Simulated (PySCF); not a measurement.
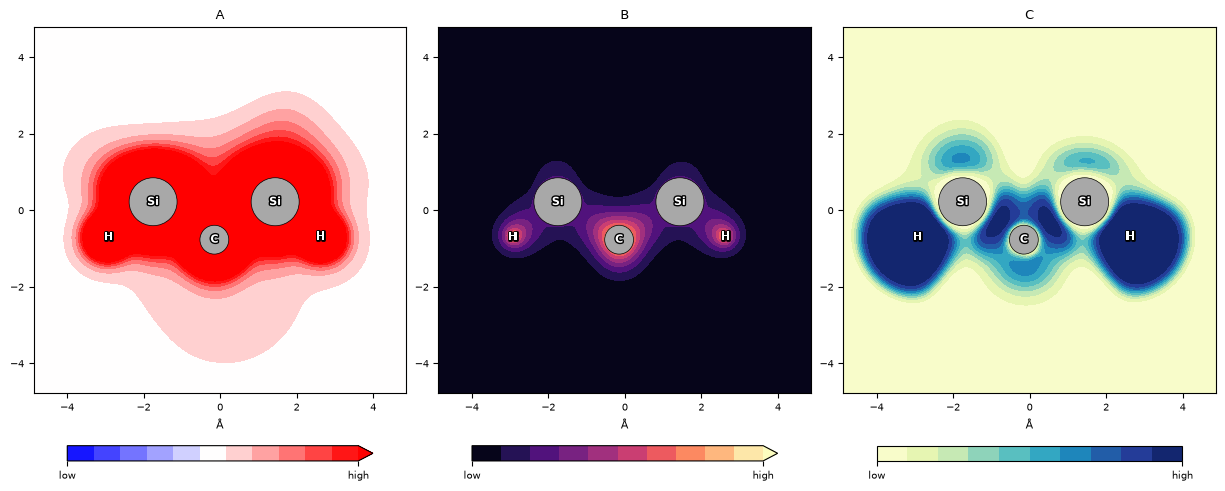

CH$_{9}$ClSi$_{3}$ (SMILES [SiH3]C[SiH]([SiH3])Cl): 3 fields on the plane of atoms C3, Si1 and H6, with unlabelled colour scales. Grey discs cover the atomic cores.

Geometry: PBE0-D3(BJ)/def2-SVP.

Computed with PBE0/pcSseg-1, SCF density, gas phase, non-relativistic (PySCF).

```yaml
atoms:
  - { symbol: Si, position_ang: [-0.6855, -0.9472, 0.6114] }
  - { symbol: Si, position_ang: [-2.1577, 0.6721, -0.2301] }
  - { symbol: C, position_ang: [0.9685, -0.9721, -0.2671] }
  - { symbol: Si, position_ang: [1.9554, 0.6351, -0.2316] }
  - { symbol: Cl, position_ang: [-0.3730, -0.4576, 2.6166] }
  - { symbol: H, position_ang: [-1.3090, -2.3046, 0.5869] }
  - { symbol: H, position_ang: [-2.3087, 0.5207, -1.7120] }
  - { symbol: H, position_ang: [-3.4963, 0.5068, 0.4131] }
  - { symbol: H, position_ang: [-1.6340, 2.0384, 0.0688] }
  - { symbol: H, position_ang: [1.5823, -1.7791, 0.1693] }
  - { symbol: H, position_ang: [0.7800, -1.2455, -1.3211] }
  - { symbol: H, position_ang: [2.3317, 0.9938, 1.1664] }
  - { symbol: H, position_ang: [3.1984, 0.4907, -1.0494] }
  - { symbol: H, position_ang: [1.1322, 1.7417, -0.8104] }
```

**The panels show electron density, electron localisation function and electrostatic potential in some order. Assign them.**

Panel A: electrostatic potential (strongly positive close to the atoms and fading to about zero outside). Panel B: electron density. Panel C: electron localisation function. From the grid: C–Si (1.87 Å): ρ is about 0.94 e/Å³ halfway; the ELF peaks at about 0.95 between the atoms; a shared electron pair.
